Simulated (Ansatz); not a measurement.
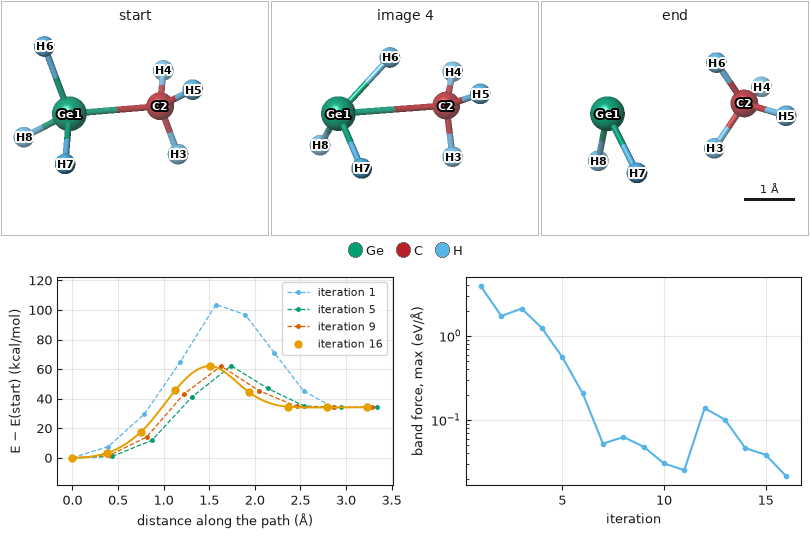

A nudged-elastic-band calculation for CH6Ge. Images are numbered from 0 (start) to 8 (end). The plot follows the band through its iterations. A ball-and-stick model, seen at a tilt.

Theory: RKS PBE0-D4/def2-SVP in Ansatz 0.2.0. Settings: 7 movable images; climbing image; force threshold 0.03 eV/Å; iteration limit 60; starting path through a guess of the saddle point.

Question: Judge this run.

Answer: The result is final at these settings. The band converged in 16 iterations. The largest component of the band force went from 3.9 to 0.022 eV/Å. The climbing image converged on the top of the path. Its vibrational analysis gives one imaginary mode (1211i cm⁻¹), as a transition state must have. The first iteration put the highest image at 103.7 kcal/mol. Forward barrier 62.1 kcal/mol, backward barrier 27.8 kcal/mol, with image 4 at the top; the reaction energy is +34.2 kcal/mol.

Cost: 4.6 min on 1 thread of Arm Neoverse V1, on a shared host, peak memory 0.14 GiB.
